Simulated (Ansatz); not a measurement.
Fields on a plane of ZnS (zinc blende)

```yaml
crystal:
  lattice:
    - [0.00000, 2.72172, 2.72172]
    - [2.72172, 0.00000, 2.72172]
    - [2.72172, 2.72172, 0.00000]
  atoms:
    - { symbol: S, position: [0.75000, 0.75000, 0.75000] }
    - { symbol: Zn, position: [0.00000, 0.00000, 0.00000] }
```

The slice is a {110} plane (indices of the conventional cell) through the point (0.750, 0.750, 0.750) (fractional), spanned by u = [100] and v = [1 -1 -1] in vectors of this cell: u (3.85 Å) and v (5.44 Å, at 90° to u). It covers one period; positions are fractions (u, v).

Atoms on it: S at (0.00, 0.00); Zn at (0.50, 0.75).

Method: PBE (plane waves to 420 eV, PAW, scalar-relativistic; Ansatz, a program for electronic structure). k mesh 10×10×10. These are valence fields of a PAW run, semicore shells included where kept as valence: close to a nucleus they are smooth pseudo fields. ZnS was relaxed with its symmetry unable to fall.

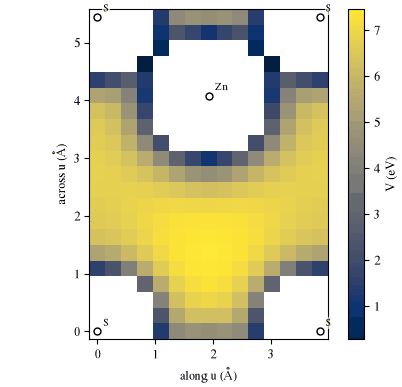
*Electrostatic potential energy of an electron, from the cell's mean, in eV, one period of the plane, atoms marked. Points within 1 Å of a nucleus are left white, as the pseudised field means little there. The zero, the cell's mean, hangs on the PAW cores.*

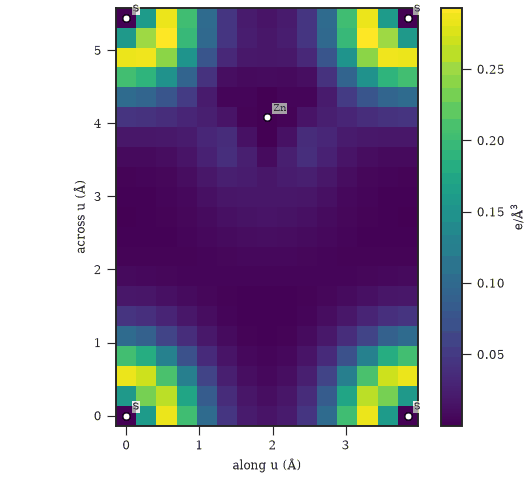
Fig. 1. Density of the highest valence band (whole band, smooth part) in e/Å³, one period of the plane, atoms marked. 

- Element round which the density of the highest valence band (whole band, smooth part) is largest on this plane: S
